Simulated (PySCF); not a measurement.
# Ni(SH)2 (H2NiS2, triplet): electronic structure

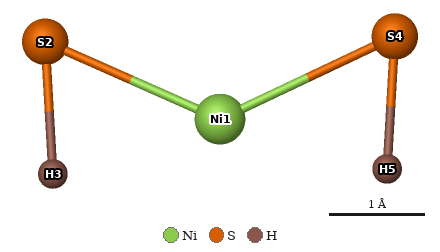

The molecule, with its atoms numbered as below. No frequency check shows the geometry to be a minimum.

Geometry (Å), atoms numbered from 1:

```
Ni1     -0.0001    0.4213    0.0000
S2       1.8937   -0.4296    0.0000
H3       1.8107    0.9770    0.0000
S4      -1.8937   -0.4297    0.0000
H5      -1.8106    0.9769    0.0000
```

## 1. Bonding charge

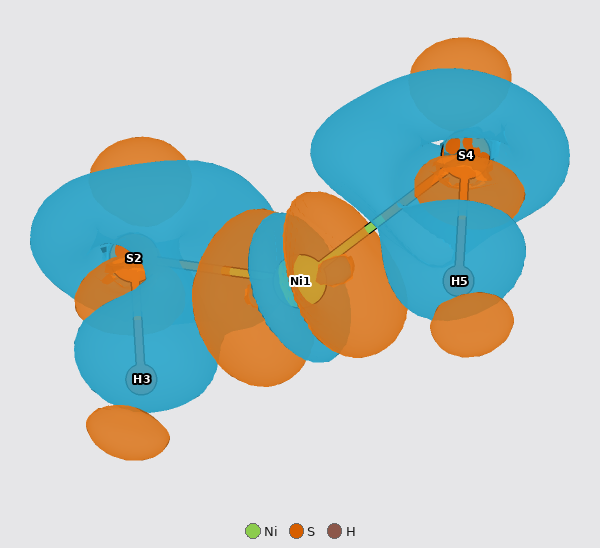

Deformation density (molecule less spherical, spin-averaged free atoms at the same positions), surfaces at ±0.04 e/Å³; light blue: gain, orange: loss.

Method: PBE0/def2-SVPD; geometry: GFN2-xTB; program: PySCF. This is a single-reference result, which may miss multireference character in this system. The stability of the open-shell solution wasn't checked. GFN2-xTB doesn't know the spin state, so this open-shell geometry is rough.

Q: How much density has each bond gained at its critical point, relative to the free atoms?

A: S4–H5 and S2–H3: +0.23 e/Å³ at the bond critical point (bond length 1.41 Å). Ni1–S4 and Ni1–S2: +0.06 e/Å³ at the bond critical point (bond length 2.08 Å); up to 0.6 Å beside the axis the gain reaches +0.18 e/Å³. In all, 1.3 electrons gather in the regions of gain relative to the promolecule. A small or negative value marks a very polar bond, one between electron-rich atoms, whose free-atom densities already overlap strongly, a long bond to a heavier atom, or a closed-shell contact such as a hydrogen bond.

Q: Where do the Hirshfeld charges lie?

A: The highest Hirshfeld charge is on Ni1 (+0.46 e), the lowest on S2 and S4 (−0.23 e).

```csv
atom,charge (e)
Ni1,+0.46
S2,−0.23
H3,0.00
S4,−0.23
H5,0.00
```

## 2. Local ionisation energy

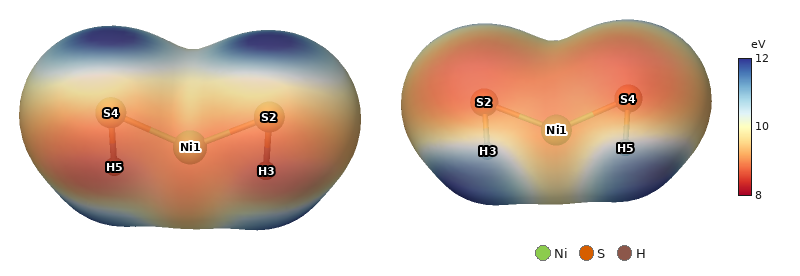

Average local ionisation energy on the surface of electron density 0.001 a.u. (back view left, front view right).

Q: Locate the minima of the map.

A: The lowest value is 8.6 eV, off the molecular plane, over S2 (2.3 Å), and at like points elsewhere. For comparison, the highest occupied orbital lies at −7.5 eV.

## 3. Spin density

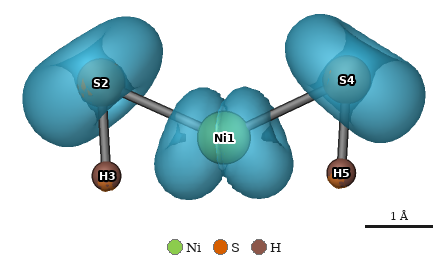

Spin density ρα − ρβ at ±0.03 e/Å³ (light blue: excess α, orange: excess β).

Q: Give the atomic spin populations that go with this picture.

A: Hirshfeld spin populations: Ni1 +1.30 and S2 and S4 +0.35. ⟨S²⟩ = 2.02, against 2.00 for a pure state.
